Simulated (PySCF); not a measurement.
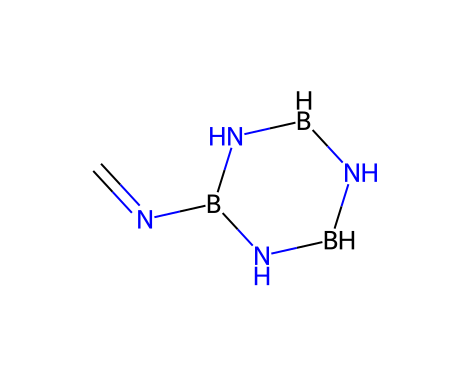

Question: Write the SMILES.

Answer: C=NB1NBNBN1

Question: What is the molecular formula?

Answer: CH7B3N4.

Question: An optimisation with PBE0-D3(BJ)/def2-SVP gave a structure of which point group?

Answer: Cs. Other conformers may differ.

The parts below concern this one geometry. Atoms keep their numbers from picture to picture. Computed geometry: PBE0-D3(BJ)/def2-SVP optimisation. No frequency run is at hand to confirm it as a minimum.

**Shape**

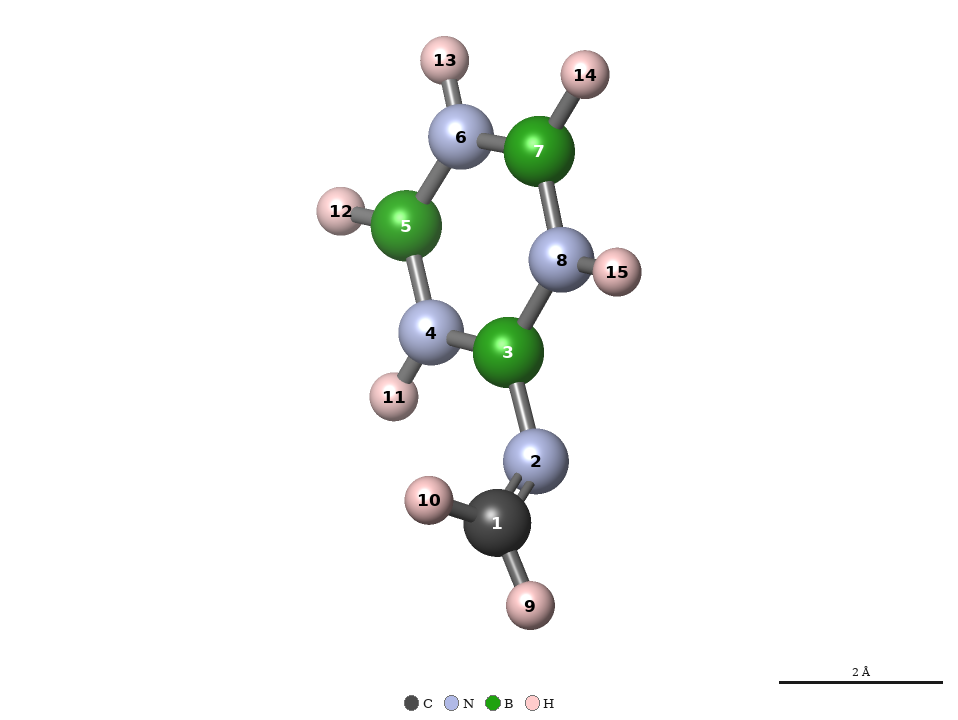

The atoms are numbered. No frequency run is at hand to confirm it as a minimum.

What are the angles N2–C1–H9, N2–C1–H10, C1–N2–B3, N2–B3–N4, N4–B3–N8, B5–N6–B7, B5–N6–H13, N4–B5–N6, N6–B5–H12, N4–B5–H12, B3–N4–B5, B3–N4–H11, B5–N4–H11?

```
    angle  degrees
 N2–C1–H9    120.9
N2–C1–H10    124.1
 C1–N2–B3    131.9
 N2–B3–N4    121.2
 N4–B3–N8    117.3
 B5–N6–B7    122.5
B5–N6–H13    118.7
 N4–B5–N6    117.7
N6–B5–H12    121.2
N4–B5–H12    121.1
 B3–N4–B5    122.4
B3–N4–H11    118.6
B5–N4–H11    119.0
```

**Electronic properties**

No frequency run is at hand to confirm it as a minimum. Level of theory: B3LYP/def2-SVPD, gas phase (PySCF 2.14.0). Excitations: vertical, linear response.

Question: What is the HOMO–LUMO gap?

Answer: 5.76 eV.

Question: Give the lowest vertical singlet excitation at this level.

Answer: 4.20 eV.

Question: Estimate the dipole moment.

Answer: 1.51 D.

Question: Give the mean static polarisability at this level.

Answer: 83.0 bohr³.

**Ring current**

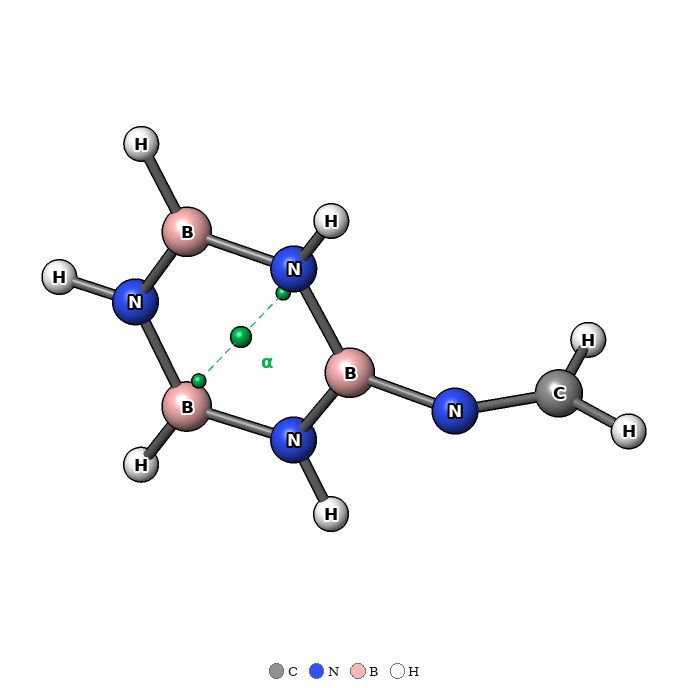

The small points mark where nucleus-independent chemical shifts (NICS) were computed: at the centre of each lettered ring and 1 Å above and below it. No frequency run is at hand to confirm it as a minimum. Level of theory: GIAO WP04/pcSseg-1 NMR shielding, non-relativistic, gas phase (PySCF 2.14.0).

Give NICS(0), NICS(1) and the out-of-plane component NICS(1)zz for each ring (means of the two sides).

| ring | members | NICS(0) | NICS(1) | NICS(1)zz |
| --- | --- | --- | --- | --- |
| α | B3N3 | −2.8 | −2.5 | −3.5 |

Values in ppm.

Question: What do the values say about the ring currents?

Answer: Ring α: weak, as in a non-aromatic ring. NICS is one index among several.

**Core levels**

No frequency run is at hand to confirm it as a minimum. Properties computed with delta-SCF UKS SCAN, pcX-2 on the ionised atom, pcseg-1 elsewhere, spin-free X2C (PySCF 2.14.0).

Give the core-electron binding energies (to vacuum) of C1 1s, N2 1s, B3 1s, N4 1s, B5 1s, N6 1s.

```
atom  level  binding energy (eV)
  C1     1s                292.0
  N2     1s                404.5
  B3     1s                196.1
  N4     1s                404.4
  B5     1s                195.6
  N6     1s                404.4
```
